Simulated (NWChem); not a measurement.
# One shape, several levels: Si3NH7S (SMILES [SiH3]N([SiH3])[Si]S)

Aim: a comparison of 4 runs (HF/STO-3G, HF/3-21G, B3LYP/6-31G*) of Si3NH7S. 

Program for the calculation: NWChem 7.3.0.

## (1) The system as given

The species is Si3NH7S (12 atoms), meant as a singlet with charge 0. SMILES: `[SiH3]N([SiH3])[Si]S`. The coordinates come from a PBE0-D4/def2-TZVP relaxation. This is one conformer, not always the lowest.

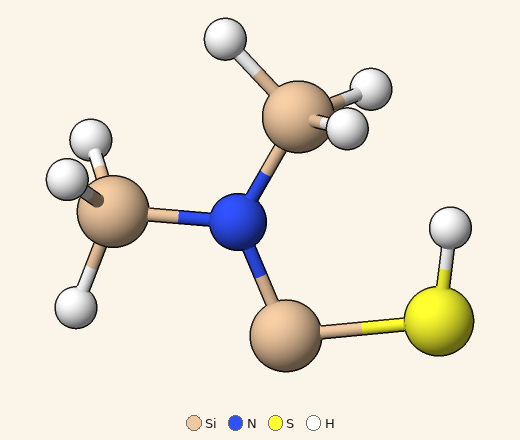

Viewed from a chosen angle; silicon light orange, nitrogen blue, sulfur yellow, hydrogen white.

## (2) Energy and forces at HF/STO-3G (run 1)

nw.nw reads:

```
echo
start nw
title "H7NSSi3"
memory stack 880 mb heap 220 mb global 1100 mb
charge 0

geometry units angstrom noautosym nocenter noautoz
  Si      -1.086900      -0.678600       0.219900
  N        0.385400       0.194800      -0.132400
  Si       0.937600       1.301900       1.111700
  Si       1.374200       0.106700      -1.561400
  S        0.397300      -1.333800      -2.847800
  H       -1.546600      -0.251100       1.567600
  H       -0.850800      -2.144800       0.228800
  H       -2.144400      -0.369700      -0.775800
  H        2.187300       1.936200       0.622900
  H        1.200000       0.567900       2.376300
  H       -0.092300       2.340300       1.372600
  H       -0.683800      -1.725200      -2.148100
end

basis spherical bse
  Si library STO-3G
  N library STO-3G
  S library STO-3G
  H library STO-3G
end

scf
  thresh 1e-08
  maxiter 80
  print medium
end

task scf gradient
```

The run is started by

```
$ nwchem nw.nw > nw.out
```

Standard output:

```text
[...]
  functions       =    48
[...]
  wavefunction    = RHF
[...]
         Total SCF energy =  -1307.841053384896
      One-electron energy =  -2652.931955586796
      Two-electron energy =    928.381275802127
 Nuclear repulsion energy =    416.709626399774
        Time for solution =      4.0s
[...]
                         RHF ENERGY GRADIENTS
    atom               coordinates                        gradient
                 x          y          z           x          y          z
   1 Si     -2.053943  -1.282368   0.415551    0.026586   0.012526  -0.012319
   2 N       0.728300   0.368119  -0.250200   -0.007563   0.004150   0.017127
   3 Si      1.771807   2.460234   2.100808   -0.010291  -0.015276  -0.013676
   4 Si      2.596861   0.201634  -2.950618    0.014323   0.008625  -0.003230
   5 S       0.750788  -2.520517  -5.381562    0.003545  -0.007458  -0.017720
   6 H      -2.922650  -0.474510   2.962334   -0.007963   0.011124   0.029946
   7 H      -1.607779  -4.053084   0.432369    0.006380  -0.031105  -0.001250
   8 H      -4.052328  -0.698632  -1.466049   -0.021165   0.006729  -0.022638
   9 H       4.133398   3.658887   1.177110    0.027033   0.011670  -0.014190
  10 H       2.267671   1.073175   4.490556    0.005038  -0.016790   0.026210
  11 H      -0.174422   4.422526   2.593838   -0.022783   0.021350   0.004627
[...]
```

Run time: 5.4 s. Hardware: 1 thread of AMD EPYC 9R45 (Zen 5), shared host; peak memory 0.1 GiB.

## (3) Energy and gradient at HF/3-21G (run 2)

h7nssi3.nw reads:

```
start h7nssi3
memory stack 880 mb heap 220 mb global 1100 mb
charge 0
geometry noautosym nocenter noautoz
  Si   -1.086900   -0.678600    0.219900
  N     0.385400    0.194800   -0.132400
  Si    0.937600    1.301900    1.111700
  Si    1.374200    0.106700   -1.561400
  S     0.397300   -1.333800   -2.847800
  H    -1.546600   -0.251100    1.567600
  H    -0.850800   -2.144800    0.228800
  H    -2.144400   -0.369700   -0.775800
  H     2.187300    1.936200    0.622900
  H     1.200000    0.567900    2.376300
  H    -0.092300    2.340300    1.372600
  H    -0.683800   -1.725200   -2.148100
end
basis "ao basis" spherical bse
  Si library 3-21G
  N library 3-21G
  S library 3-21G
  H library 3-21G
end
scf
  thresh 1e-08
  maxiter 80
end
task scf gradient
```

The run is started by

```
$ nwchem h7nssi3.nw > h7nssi3.out
```

Standard output:

```text
[...]
  functions       =    75
[...]
  wavefunction    = RHF
[...]
         Total SCF energy =  -1316.026014942728
      One-electron energy =  -2653.008014051867
      Two-electron energy =    920.272372709366
 Nuclear repulsion energy =    416.709626399774
        Time for solution =      5.2s
[...]
                         RHF ENERGY GRADIENTS
    atom               coordinates                        gradient
                 x          y          z           x          y          z
   1 Si     -2.053943  -1.282368   0.415551    0.015137   0.007301  -0.006762
   2 N       0.728300   0.368119  -0.250200   -0.004417   0.002025   0.009335
   3 Si      1.771807   2.460234   2.100808   -0.006413  -0.011356  -0.011774
   4 Si      2.596861   0.201634  -2.950618   -0.022940  -0.021930  -0.009229
   5 S       0.750788  -2.520517  -5.381562    0.014475   0.019614   0.016020
   6 H      -2.922650  -0.474510   2.962334    0.000783   0.000962   0.000714
   7 H      -1.607779  -4.053084   0.432369    0.001357   0.000058  -0.000522
   8 H      -4.052328  -0.698632  -1.466049    0.000889   0.000725  -0.000879
   9 H       4.133398   3.658887   1.177110    0.000520  -0.000917  -0.002282
  10 H       2.267671   1.073175   4.490556   -0.000781  -0.000929  -0.000553
  11 H      -0.174422   4.422526   2.593838   -0.000837  -0.000865  -0.000576
[...]
```

Run time: 6.9 s. Hardware: 1 thread of AMD EPYC 9R45 (Zen 5), shared host; peak memory 0.1 GiB.

Run 3 isn't shown in full; the table further down has it.

## (4) Energy and gradient at B3LYP/6-31G(d) (Cartesian functions) (run 4)

work.nw reads:

```
start work
memory total 2200 mb
geometry units angstrom noautosym nocenter noautoz
  Si      -1.086900      -0.678600       0.219900
  N        0.385400       0.194800      -0.132400
  Si       0.937600       1.301900       1.111700
  Si       1.374200       0.106700      -1.561400
  S        0.397300      -1.333800      -2.847800
  H       -1.546600      -0.251100       1.567600
  H       -0.850800      -2.144800       0.228800
  H       -2.144400      -0.369700      -0.775800
  H        2.187300       1.936200       0.622900
  H        1.200000       0.567900       2.376300
  H       -0.092300       2.340300       1.372600
  H       -0.683800      -1.725200      -2.148100
end
basis
  * library 6-31G*
end
dft
  xc b3lyp
  grid fine
  convergence energy 1e-08
  iterations 100
  mulliken
  print medium
end
task dft gradient
```

The run is started by

```
$ nwchem work.nw > work.out
```

Standard output, cut to the lines that bear on the results:

```text
[...]
          Wavefunction type:  closed shell.
          No. of atoms     :    12
          No. of electrons :    72
[...]
          Charge           :     0
          Spin multiplicity:     1
[...]
          AO basis - number of functions:   105
[...]
              XC Information
              --------------
                         B3LYP Method XC Potential
                     Hartree-Fock (Exact) Exchange  0.200
                        Slater Exchange Functional  0.800 local
                    Becke 1988 Exchange Functional  0.720 non-local
              Lee-Yang-Parr Correlation Functional  0.810
                  VWN I RPA Correlation Functional  0.190 local
[...]
 d= 0,ls=0.0,diis     1  -1325.6116221569 -1.74D+03  1.19D-02  7.54D-01     3.6
[...]
 d= 0,ls=0.0,diis    10  -1325.6865804782 -4.41D-09  5.18D-07  4.20D-09    28.2
         Total DFT energy =    -1325.686580478197
      One electron energy =    -2662.559983181864
           Coulomb energy =     1018.240392489181
    Exchange-Corr. energy =      -98.076616185288
 Nuclear repulsion energy =      416.709626399774
[...]
      Total Density - Mulliken Population Analysis
     ---------------------------------------------
[...]
  wavefunction    = closed shell
                         DFT ENERGY GRADIENTS
    atom               coordinates                        gradient
                 x          y          z           x          y          z
   1 Si     -2.053943  -1.282368   0.415551    0.008248   0.003276  -0.004983
   2 N       0.728300   0.368119  -0.250200    0.001060   0.000903   0.000264
   3 Si      1.771807   2.460234   2.100808   -0.003247  -0.005728  -0.005894
   4 Si      2.596861   0.201634  -2.950618   -0.010955  -0.005125   0.005035
   5 S       0.750788  -2.520517  -5.381562    0.000498   0.004456   0.007240
   6 H      -2.922650  -0.474510   2.962334    0.000666   0.000675   0.000354
   7 H      -1.607779  -4.053084   0.432369    0.000617   0.000161  -0.000117
   8 H      -4.052328  -0.698632  -1.466049    0.000477   0.000383  -0.000222
   9 H       4.133398   3.658887   1.177110    0.000254  -0.000360  -0.000959
  10 H       2.267671   1.073175   4.490556   -0.000381  -0.000448  -0.000562
  11 H      -0.174422   4.422526   2.593838   -0.000284  -0.000593  -0.000467
[...]
```

It took 36 s on 1 thread of AMD EPYC 9R45 (Zen 5), shared host; peak memory 0.14 GiB.

## (5) Overview of the runs

```tsv
run	level	iteration cap	module	energy (Eh)	dipole moment (D)	HOMO energy (eV)	LUMO energy (eV)	wall time
1	HF/STO-3G	80	scf	-1307.841053	2.11	-5.78	6.82	5.4 s
2	HF/3-21G	80	scf	-1316.026015	3.49	-9.33	1.28	6.9 s
3	B3LYP/6-31G* (spherical functions)	100	dft	-1325.677430	2.45	-6.61	-1.81	35 s
4	B3LYP/6-31G* (Cartesian functions)	100	dft	-1325.686580	2.45	-6.61	-1.81	36 s
```

## (6) Results

```
                       quantity           value
            run 4: total energy  -1325.68658 Eh
           run 4: dipole moment          2.45 D
             run 4: HOMO energy        -6.61 eV
             run 4: LUMO energy        -1.81 eV
           run 4: HOMO–LUMO gap         4.80 eV
run 4: largest force on an atom      0.674 eV/Å
```

The dipole moment (its size) runs from 2.11 D (HF/STO-3G) to 3.49 D (HF/3-21G). The HOMO–LUMO gap runs from 4.80 eV (B3LYP/6-31G*) to 12.60 eV (HF/STO-3G). The two ends differ in method and basis. In run 1 the basis is minimal, so the values are rough. All runs together took 84 s, the longest 36 s.
